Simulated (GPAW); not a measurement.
# O K ELNES/XANES of BaTiO3 (Barioperovskite, Amm2) from DFT, part 2 of 2

Aim: the near-edge shape at the O K edge of BaTiO3 (Barioperovskite, Amm2), and what the core hole does to it.

GPAW 26.7.0; X-ray absorption from dipole matrix elements to empty bands, plane-wave PAW LDA+U.

So far. Step 2 (The field without a hole): The mesh shows a gap of 2.33 eV, so the hole is first treated in a charged cell, without the excited electron. Step 3 (Spectrum without a core hole, O atom 3): Main maxima below 24 eV (height): 1.7 eV (1.71), 5.0 eV (1.68), 6.7 eV (1.60), 12.1 eV (1.25) and 17.4 eV (0.99). A K edge sees empty p states; the first features are O p mixed into the empty d states of the Ti neighbours, and the broad ones above probably into the cations' higher empty bands.

### 5. Spectrum with FCH, O atom 3

The holes are 5.7 Å apart. In GPAW the data set carries the hole's charge, so charge=0 means a charged cell and charge=-1 a neutral one. The excited electron is left out and a uniform background balances the charge. After the field has converged, empty bands are computed with the density fixed and the dipole matrix elements are summed.

Input file xas.py:

```python
import numpy as np
from ase import Atoms
from ase.parallel import parprint, paropen
from gpaw import GPAW, PW, FermiDirac, Mixer, MixerDif, setup_paths
from gpaw.test import gen
setup_paths.insert(0, '.')
gen('O', name='fch1s', xcname='LDA', corehole=(1, 0, 1), write_xml=True)
from gpaw.mpi import world
world.barrier()

atoms = Atoms('Ba2Ti2O6',
    cell=[[3.9855, -2.8369, 2.84515],
     [-3.9855, 2.8369, 2.84515],
     [-3.9855, -2.8369, 2.84515]],
    scaled_positions=[[0, 0, 0],
     [0.5, 0, 0.5],
     [0.7624, 0.5124, 0.75],
     [0.2624, 0.5124, 0.25],
     [0.99854, 0.99184, 0.5067],
     [0.49854, 0.99184, 0.0067],
     [0.99854, 0.50524, 0.9933],
     [0.49854, 0.50524, 0.4933],
     [0.4874, 0.4874, 0],
     [0.9874, 0.4874, 0.5]],
    pbc=True)
atoms.calc = calc = GPAW(legacy_gpaw=True, mode=PW(500, force_complex_dtype=True), xc='LDA', setups={'Ti': ':d,4', 4: 'fch1s'},
    kpts={'size': (5, 5, 5), 'gamma': True}, occupations=FermiDirac(0.02),
    charge=0, mixer=Mixer(0.05, 8, 50), maxiter=150,
    convergence={'density': 0.0001, 'eigenstates': 1e-6}, txt='scf.txt')
energy = atoms.get_potential_energy() + calc.get_reference_energy()
ef = calc.get_fermi_level()
out = dict(energy=energy, fermi=ef, forces=atoms.get_forces().tolist())
parprint(f'all-electron energy {energy:.4f} eV, Fermi level {ef:.4f} eV')
ev = np.array([[calc.get_eigenvalues(k, s) for k in range(len(calc.get_ibz_k_points()))] for s in range(calc.get_number_of_spins())])
out['homo'], out['lumo'], out['counts'] = ev[ev < ef].max(), ev[ev > ef].min(), sorted(set((ev < ef).sum((0, 2)).tolist()))
out['filled'] = (ev[:, 0] < ef).sum(1).tolist()

from ase.units import Ha
from gpaw.xas import dipole_matrix_elements
nb = int(calc.get_number_of_electrons() / 2) + 90
top, nb = nb, nb + 8 + nb // 12
nscf = calc.fixed_density(kpts={'size': (6, 6, 6), 'gamma': True}, nbands=nb,
    convergence={'bands': top, 'eigenstates': 5e-3}, maxiter=60, txt='nscf.txt')
cell = atoms.cell.array
ops = [cell.T @ U.T @ np.linalg.inv(cell.T) for U in nscf.wfs.kd.symmetry.op_scc]
filled = [40]  # bands filled in the ground state, by spin
E = np.arange(-6, 34, 0.1)
fwhm = np.interp(E, [4, 25], [0.9, 3.5])
Y, X, zero, highest = 0, 0, 1e9, 1e9
for spin in range(nscf.get_number_of_spins()):
    wfs = nscf.wfs
    mine = wfs.bd.get_slice()  # this rank's bands
    A = dipole_matrix_elements(wfs.setups[4])
    eps = np.zeros((wfs.kd.nibzkpts, nb))
    d = np.zeros((3, A.shape[1], wfs.kd.nibzkpts, nb), complex)
    for kpt in wfs.kpt_u:
        if kpt.s == spin and 4 in kpt.P_ani:
            eps[kpt.k, mine] = kpt.eps_n * Ha
            d[:, :, kpt.k, mine] = (kpt.weight * wfs.nspins / 2) ** 0.5 * np.inner(A, kpt.P_ani[4])
    world.sum(eps)
    world.sum(d)
    T = np.einsum('amkn,bmkn->abkn', d, d.conj()).real
    T = sum(np.einsum('ai,ijkn,bj->abkn', R, T, R) for R in ops) / len(ops)
    empty = np.ones_like(eps, bool) & (np.arange(nb) >= filled[spin])
    zero, highest = min(zero, eps[empty].min()), min(highest, eps[:, top - 1].min())
    lines = [(eps, T, empty)] if spin == 0 else lines + [(eps, T, empty)]
for eps, T, empty in lines:
    f = np.einsum('aakn->akn', T).reshape(3, -1)
    x = eps.ravel() - zero
    w = np.interp(x, E, fwhm) / 2.35482
    g = np.exp(-0.5 * ((E[:, None] - x) / w) ** 2) / (w * (2 * np.pi) ** 0.5)
    Y = Y + (f * empty.ravel()) @ g.T
    X = X + (f * ~empty.ravel()) @ g.T
out.update(E=E.round(2).tolist(), xas=Y.tolist(), xes=X.tolist(), zero=zero, valid=highest - zero, nk=len(eps), nb=nb)
for i in range(0, len(E), 10):
    parprint(f'{E[i]:7.2f}', *(f'{v:10.3e}' for v in Y[:, i]))
import json
with paropen('out.json', 'w') as f:
    json.dump(out, f)
```

Started as:

```console
$ OMP_NUM_THREADS=1 mpirun -n 4 gpaw python xas.py
```

Numbers of over 12 decimals in the logs are rounded to 6 here.

The program printed:

```text
Input parameters:
  convergence: {density: 0.0001,
                eigenstates: 1e-06}
  kpts: {gamma: True,
         size: (5, 5, 5)}
  maxiter: 150
  mixer: {backend: pulay,
          beta: 0.05,
          method: separate,
          nmaxold: 8,
          weight: 50}
  mode: {ecut: 500.0,
         force_complex_dtype: True,
         name: pw}
  occupations: {fixmagmom: False,
                name: fermi-dirac,
                width: 0.02}
  setups: {4: fch1s,
           Ti: :d,4}

Initialize ...

[... PAW data sets ...]

Reference energy: -500180.226908  # eV

Spin-paired calculation

[... convergence settings ...]
Symmetries present (total): 1
  [... symmetry matrices ...]

125 k-points: 5 x 5 x 5 Monkhorst-Pack grid
63 k-points in the irreducible part of the Brillouin zone
       k-points in crystal coordinates                weights
   0:     0.00000000    0.00000000    0.00000000          1/125
   1:     0.00000000    0.00000000    0.20000000          2/125
   2:     0.00000000    0.00000000    0.40000000          2/125
   3:     0.00000000    0.20000000   -0.40000000          2/125
   4:     0.00000000    0.20000000   -0.20000000          2/125
   5:     0.00000000    0.20000000    0.00000000          2/125
   6:     0.00000000    0.20000000    0.20000000          2/125
   7:     0.00000000    0.20000000    0.40000000          2/125
   8:     0.00000000    0.40000000   -0.40000000          2/125
   9:     0.00000000    0.40000000   -0.20000000          2/125
          ...
  62:     0.40000000    0.40000000    0.40000000          2/125

Wave functions: Plane wave expansion
  Cutoff energy: 500.000 eV
  Number of coefficients (min, max): 3255, 3284
  Pulay-stress correction: 0.000000 eV/Ang^3 (de/decut=0.000000)
  Using FFTW library
  Wavefunction extrapolation:
    Improved wavefunction reuse through dual PAW basis

Occupation numbers: Fermi-Dirac:
  width: 0.0200  # eV

Eigensolver
   Davidson(niter=2)

Densities:
  Coarse grid: 30*30*30 grid
  Fine grid: 60*60*60 grid
  Total Charge: 1.000000

Density mixing:
  Method: separate
  Backend: pulay
  Linear mixing parameter: 0.05
  old densities: 8
  Width of damping distribution: 1.1
  Damping of long wavelength oscillations: 50

[... Hamiltonian set-up ...]
Number of atoms: 10
Number of atomic orbitals: 60
Number of bands in calculation: 52
Number of valence electrons: 80
Bands to converge: occupied

... initialized

Initializing position-dependent things.

Density initialized from atomic densities
Creating initial wave functions:
  52 bands from LCAO basis set

         O
       O   O
        Ti   O
         O
          Ti   O

             Ba

               Ba

Atomic positions and initial magnetic moments

Positions:
   0 Ba     0.000000    0.000000    0.000000    ( 0.0000,  0.0000,  0.0000)
   1 Ba     0.000000   -2.836900    2.845150    ( 0.0000,  0.0000,  0.0000)
   2 Ti    -1.992750   -2.836900    5.760860    ( 0.0000,  0.0000,  0.0000)
   3 Ti    -1.992750   -0.000000    2.915710    ( 0.0000,  0.0000,  0.0000)
   4 O     -1.992750   -1.456464    7.104567    ( 0.0000,  0.0000,  0.0000)
   5 O     -1.992750    1.380436    4.259417    ( 0.0000,  0.0000,  0.0000)
   6 O     -1.992750   -4.217336    7.104567    ( 0.0000,  0.0000,  0.0000)
   7 O     -1.992750   -1.380436    4.259417    ( 0.0000,  0.0000,  0.0000)
   8 O      0.000000    0.000000    2.773452    ( 0.0000,  0.0000,  0.0000)
   9 O      0.000000   -2.836900    5.618602    ( 0.0000,  0.0000,  0.0000)

Unit cell:
           periodic     x           y           z      points  spacing
  1. axis:    yes    3.985500   -2.836900    2.845150    30     0.1544
  2. axis:    yes   -3.985500    2.836900    2.845150    30     0.1339
  3. axis:    yes   -3.985500   -2.836900    2.845150    30     0.1541

  Lengths:   5.659248   5.659248   5.659248
  Angles:   60.170191  89.537240 119.636656

Effective grid spacing dv^(1/3) = 0.1683

iter:   1  -123.782798
iter:   2  -119.106254   -0.85  -0.91
iter:   3  -107.325805   -0.51  -0.97
iter:   4  -106.982783   -1.81  -1.32
iter:   5  -106.189910   -1.10  -1.35
iter:   6  -106.090976   -1.70  -1.51
iter:   7  -106.344962   -1.25  -1.71
iter:   8  -105.837260   -1.97  -1.73
iter:   9  -106.086685   -1.73  -2.26
iter:  10  -105.872397   -2.43  -1.99
iter:  11  -105.830933   -2.99  -2.23
iter:  12  -105.824172   -3.37  -2.61
iter:  13  -105.824395c  -4.73  -3.24
iter:  14  -105.824393c  -5.64  -3.23
iter:  15  -105.824481c  -4.56  -3.29
iter:  16  -105.824326c  -5.76  -3.46
iter:  17  -105.824267c  -5.42  -3.65
iter:  18  -105.824268c  -6.32c -4.10c

Converged after 18 iterations.

Dipole moment: (0.359250, -0.266907, 3.919702) |e|*Ang

Energy contributions relative to reference atoms: (reference = -500180.226908)

Kinetic:        +31.603793
Potential:      -64.264249
External:        +0.000000
XC:             -73.668197
Entropy (-ST):   -0.000000
Local:           +0.504385
SIC:             +0.000000
--------------------------
Free energy:   -105.824268
Extrapolated:  -105.824268

Showing only first 2 kpts
 Kpt  Band  Eigenvalues  Occupancy
  0    38      7.41457    2.00000
  0    39      7.55792    2.00000
  0    40      9.57434    0.00000
  0    41      9.58570    0.00000

  1    38      7.22625    2.00000
  1    39      7.36912    2.00000
  1    40      9.83998    0.00000
[...]
Fermi level: 8.54895

Gap: 2.016 eV
Transition (v -> c):
  (s=0, k=0, n=39, [0.00, 0.00, 0.00]) -> (s=0, k=0, n=40, [0.00, 0.00, 0.00])
No difference between direct/indirect transitions

Forces in eV/Ang:
  0 Ba   -0.00301    0.02669    0.17731
  1 Ba    0.00300    0.02669    0.17731
  2 Ti   -0.00003   -3.03001   -3.12865
  3 Ti   -0.00001    2.10840    1.99022
  4 O     0.00034    0.74883    0.51796
  5 O     0.00015    0.09217   -0.09101
  6 O    -0.00003    0.22708   -0.23821
  7 O    -0.00003   -0.21686    0.00381
  8 O     0.18871    0.00919    0.29991
  9 O    -0.18884    0.00922    0.29996
Scalar-relativistic atomic LDA calculation for O (Oxygen, Z=8)
Core hole in 1s state (1s occupation: 1.0)
300 radial gridpoints.
|------------------------------------------------|
|------------------------------------------------|
[... the atom generator's iteration count ...]

Energy contributions:
-------------------------
Kinetic:      +54.046737
XC:            -5.876031
Potential:   -102.458324
-------------------------
Total:        -54.287618

state      eigenvalue         ekin         rmax
-----------------------------------------------
1s^1.0 :   -21.731873    30.611423        0.127
2s^2.0 :    -1.594915     4.066245        0.801
2p^4.0 :    -1.067100     3.825706        0.682
-----------------------------------------------
(units: Bohr and Hartree)

Generating PAW setup
Kinetic energy of the core from tauc = 30.636371
Cutoffs:
rc(s)=1.300
rc(p)=1.130
rc(d)=1.170
rc(vbar)=1.300
rc(comp)=1.260
rc(nct)=1.300

Kinetic energy of the core states: 30.611423
Charge: 1.0
Core electrons: 1.0
Valence electrons: 6.0
Pseudo-core charge: 0.000198
Shape function alpha=6.299
Pseudo-electron charge 5.280306
state    eigenvalue         norm
--------------------------------
2s(2) :    -1.594915     1.065643
*s    :    -0.594915
2p(4) :    -1.067100     0.787205
*p    :    -0.067100
*d    :     0.000000
--------------------------------

Diagonalizing with gridspacing h=0.050

state   all-electron     PAW
-------------------------------
2s:      -1.594915    -1.596334
2p:      -1.067100    -1.073375
*d:                   -0.060686
*f:                   -0.013559
-------------------------------
all-electron energy -500286.0512 eV, Fermi level 8.5489 eV
[...]
31.00  7.538e-05  6.853e-05  7.149e-05
  32.00  6.713e-05  7.366e-05  7.793e-05
  33.00  5.422e-05  7.687e-05  8.177e-05
```

Wall time 5.3 min (4 MPI ranks of Arm Neoverse V1, shared host); peak memory 0.7 GiB; 21 min of CPU time.

The O K spectrum, O atom 3, full core hole (charged cell) (energy from the lowest empty level; intensity scaled to a mean of 1 over the first 20 eV; polarised curves are means over the symmetry-equivalent atoms):

```
E (eV)  isotropic  ε ∥ x  ε ∥ y  ε ∥ z
  -2.0       0.00   0.00   0.00   0.00
  -0.5       0.01   0.01   0.01   0.01
   1.0       1.15   1.70   0.86   0.89
   2.5       0.87   0.27   1.21   1.13
   4.0       1.27   0.44   1.67   1.69
   5.5       1.52   1.85   1.34   1.38
   7.0       0.99   1.23   0.87   0.87
   8.5       0.29   0.35   0.26   0.26
  10.0       0.93   0.79   1.00   1.01
  11.5       1.64   1.12   1.90   1.92
  13.0       1.29   1.17   1.33   1.37
  14.5       1.13   1.14   1.14   1.13
  16.0       0.85   0.97   0.81   0.78
  17.5       0.78   0.94   0.71   0.69
  19.0       0.58   0.74   0.51   0.50
  20.5       0.41   0.49   0.38   0.37
  22.0       0.44   0.48   0.42   0.41
  23.5       0.47   0.47   0.48   0.46
  25.0       0.54   0.51   0.56   0.54
  26.5       0.66   0.68   0.67   0.65
  28.0       0.84   0.94   0.80   0.79
  29.5       1.02   1.15   0.94   0.95
  31.0       1.13   1.18   1.08   1.12
```

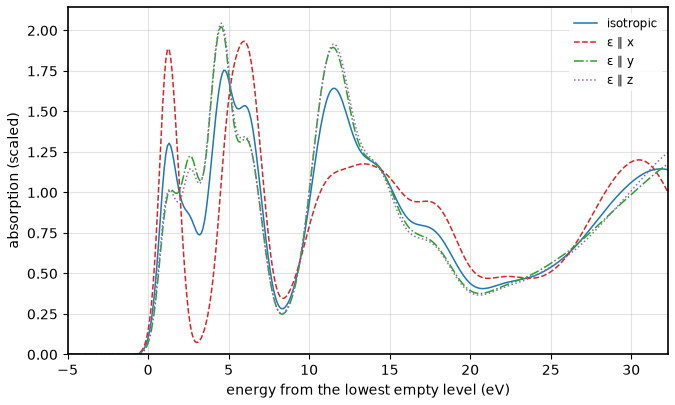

The O K edge, O atom 3, full core hole (charged cell): main maxima at 1.3, 4.7 and 11.5 eV.

Main maxima below 24 eV (height): 1.3 eV (1.30), 4.7 eV (1.75) and 11.5 eV (1.64). 

The hole costs E(hole) − E(ground) = 524.18 eV, and the lowest empty level of the hole cell on the spectrum's mesh lies at 9.57 eV, which puts the zero at 533.76 eV. One term is added: -8.83 eV, since the hole is spin-paired here and a spin-polarised one costs that much less in the free atom (computed apart). The photon energy is then 524.93 eV. The functional and the charged cell's background leave an error in such absolute values: in the free atom LDA prices this hole 4.1 eV below PBE (computed apart), and PBE is itself good to a few eV.

### 6. Excitation energy, O atom 3

With the excited electron kept in the cell the system stays neutral, and the energy difference is an excitation energy by itself. In a small cell that electron takes up a good share of the lowest empty band, or all of one, which shifts the value from the true onset.

Changed against the first core-hole run: core hole to XCH, with the smearing that suits a partly filled band.

Input file scf.py:

```python
import numpy as np
from ase import Atoms
from ase.parallel import parprint, paropen
from gpaw import GPAW, PW, FermiDirac, Mixer, MixerDif, setup_paths
from gpaw.test import gen
setup_paths.insert(0, '.')
gen('O', name='fch1s', xcname='LDA', corehole=(1, 0, 1), write_xml=True)
from gpaw.mpi import world
world.barrier()

atoms = Atoms('Ba2Ti2O6',
    cell=[[3.9855, -2.8369, 2.84515],
     [-3.9855, 2.8369, 2.84515],
     [-3.9855, -2.8369, 2.84515]],
    scaled_positions=[[0, 0, 0],
     [0.5, 0, 0.5],
     [0.7624, 0.5124, 0.75],
     [0.2624, 0.5124, 0.25],
     [0.99854, 0.99184, 0.5067],
     [0.49854, 0.99184, 0.0067],
     [0.99854, 0.50524, 0.9933],
     [0.49854, 0.50524, 0.4933],
     [0.4874, 0.4874, 0],
     [0.9874, 0.4874, 0.5]],
    pbc=True)
atoms.calc = calc = GPAW(legacy_gpaw=True, mode=PW(500, force_complex_dtype=True), xc='LDA', setups={'Ti': ':d,4', 4: 'fch1s'},
    kpts={'size': (5, 5, 5), 'gamma': True}, occupations=FermiDirac(0.04),
    charge=-1, mixer=Mixer(0.05, 8, 50), maxiter=150,
    convergence={'density': 0.0001, 'eigenstates': 1e-6}, txt='scf.txt')
energy = atoms.get_potential_energy() + calc.get_reference_energy()
ef = calc.get_fermi_level()
out = dict(energy=energy, fermi=ef, forces=atoms.get_forces().tolist())
parprint(f'all-electron energy {energy:.4f} eV, Fermi level {ef:.4f} eV')
ev = np.array([[calc.get_eigenvalues(k, s) for k in range(len(calc.get_ibz_k_points()))] for s in range(calc.get_number_of_spins())])
out['homo'], out['lumo'], out['counts'] = ev[ev < ef].max(), ev[ev > ef].min(), sorted(set((ev < ef).sum((0, 2)).tolist()))
out['filled'] = (ev[:, 0] < ef).sum(1).tolist()
import json
with paropen('out.json', 'w') as f:
    json.dump(out, f)
```

Started as:

```console
$ OMP_NUM_THREADS=1 mpirun -n 4 gpaw python scf.py
```

The program printed:

```text
Input parameters:
  charge: -1
  convergence: {density: 0.0001,
                eigenstates: 1e-06}
  kpts: {gamma: True,
         size: (5, 5, 5)}
  maxiter: 150
  mixer: {backend: pulay,
          beta: 0.05,
          method: separate,
          nmaxold: 8,
          weight: 50}
  mode: {ecut: 500.0,
         force_complex_dtype: True,
         name: pw}
  occupations: {fixmagmom: False,
[...]
2s(2) :    -1.594915     1.065643
*s    :    -0.594915
2p(4) :    -1.067100     0.787205
*p    :    -0.067100
*d    :     0.000000
--------------------------------

Diagonalizing with gridspacing h=0.050

state   all-electron     PAW
-------------------------------
2s:      -1.594915    -1.596334
2p:      -1.067100    -1.073375
*d:                   -0.060686
*f:                   -0.013559
-------------------------------
all-electron energy -500275.8552 eV, Fermi level 10.6794 eV
[key lines of the parts left out:]
Converged after 21 iterations.
Dipole moment: (0.340552, -0.234718, 3.901083) |e|*Ang
Free energy:    -95.635266
Fermi level: 10.67939
```

Wall time 1.8 min (4 MPI ranks); peak memory 0.3 GiB.

The total-energy difference is 534.38 eV. With the free-atom term of -8.83 eV for this edge, the photon energy is 525.55 eV.

### 7. What the core hole does

Both curves are counted from their own zero, so only the shift of weight within the empty states shows.

```
E (eV)  no hole   FCH
  -2.0     0.00  0.00
  -1.0     0.00  0.00
   0.0     0.08  0.10
   1.0     0.78  1.15
   2.0     1.53  0.98
   3.0     0.59  0.76
   4.0     0.94  1.27
   5.0     1.68  1.70
   6.0     1.46  1.54
   7.0     1.52  0.99
   8.0     0.64  0.32
   9.0     0.40  0.40
  10.0     0.63  0.93
  11.0     1.06  1.54
  12.0     1.25  1.58
  13.0     1.21  1.29
  14.0     1.20  1.18
  15.0     1.09  1.05
  16.0     0.95  0.85
  17.0     0.98  0.80
  18.0     0.95  0.74
  19.0     0.71  0.58
  20.0     0.47  0.44
  21.0     0.38  0.41
  22.0     0.38  0.44
  23.0     0.38  0.46
  24.0     0.38  0.49
  25.0     0.40  0.54
  26.0     0.43  0.61
  27.0     0.48  0.72
  28.0     0.56  0.84
  29.0     0.65  0.96
  30.0     0.76  1.06
  31.0     0.86  1.13
  32.0     0.93  1.14
```

With each curve scaled to its own mean, the area from −2 to 6 eV with the hole is 6.7 against 6.4, and the centre of weight from −1 to 20 eV moves by -0.2 eV (first and strongest maxima below 20 eV: 1.7 eV (1.71), 5.0 eV (1.68) and 6.7 eV (1.60) without the hole, 1.3 eV (1.30), 4.7 eV (1.75) and 11.5 eV (1.64) with it); the shape changes all the same, by 24 % r.m.s.

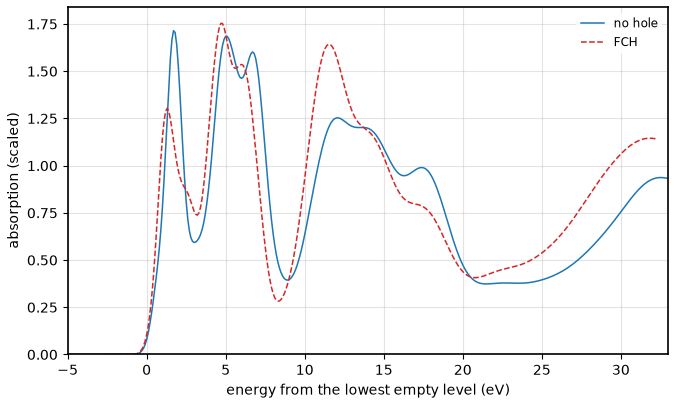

The O K edge with and without the core hole, each from its own zero; the highest intensity below 16 eV lies at 4.7 eV with the hole.

### 8. Results

```
absorber and edge                               : O K, atom 3 of the ground-state input (counted from 1)
surroundings                                    : 1 Ti at 1.93 Å and 1 Ti at 2.09 Å (linear, site symmetry m)
highest intensity below 16 eV                   : 4.7 eV above the zero, height 1.75
photon energy of the zero, with the added terms : 524.9 eV (raw 533.8 eV; LDA puts this hole about 4 eV below PBE, itself good to a few eV)
```

In words: The O K edge of atom 3, with 1 Ti at 1.93 Å and 1 Ti at 2.09 Å (linear, site symmetry m), has its highest intensity of the first 16 eV at 4.7 eV above the zero, near 530 eV in photon energy (LDA puts this hole about 4 eV below PBE, itself good to a few eV), 1.8 times the mean level of the first 20 eV (Gaussian full width 0.9 eV up to 4 eV, rising linearly to 3.5 eV at 25 eV). With each curve scaled to its own mean, the area from −2 to 6 eV with the hole is 6.7 against 6.4, and the centre of weight from −1 to 20 eV moves by -0.2 eV (first and strongest maxima below 20 eV: 1.7 eV (1.71), 5.0 eV (1.68) and 6.7 eV (1.60) without the hole, 1.3 eV (1.30), 4.7 eV (1.75) and 11.5 eV (1.64) with it); the shape changes all the same, by 24 % r.m.s. The neutral-cell energy lies +0.6 eV from the charged-cell zero, a gap made of the charged-cell error and of where the added electron settles. At the O K edge of atom 3 polarisation matters most near 4.1 eV, where the curves differ by 1.3 on this scale. The same cell was also set up in Quantum ESPRESSO; that part failed, was judged unsound or used a data set known to give false states; its runs are listed without their results. The crystal has 2 inequivalent O sites and not all are shown here, while a measurement adds them all. The holes are only 5.7 Å apart, so the shape is probably not converged with cell size; no larger cell was run here. The mesh is coarse (0.26 Å⁻¹ between points), so small maxima may be mesh ripples. Lifetime broadening is put in by hand, and intensities beyond about 20 eV depend on it and on the partial waves; weight that the partial waves miss at high energy is lost. The structure is a published determination, not relaxed.

[Banner, clock and machine lines of the logs are left out without a mark of their own.]

[Logs are printed without paths, hosts, clocks, repeated set-up lines and the standing remarks that a program may print on its own settings, such as how far it seeks lower states.]

[Hosts, paths, dates, database ids (printed as entryN), source tags and the programs' standing remarks are cut or masked in the printed files.]

[Lists of maxima count a maximum above −3 eV only where it reaches 4 % of the highest in the window and stands out from its surroundings by 2 % of it (1.5 % where it reaches 55 %); shoulders and weaker maxima are passed over, and of the rest the first, up to two pre-edge ones and the few strongest are named.]
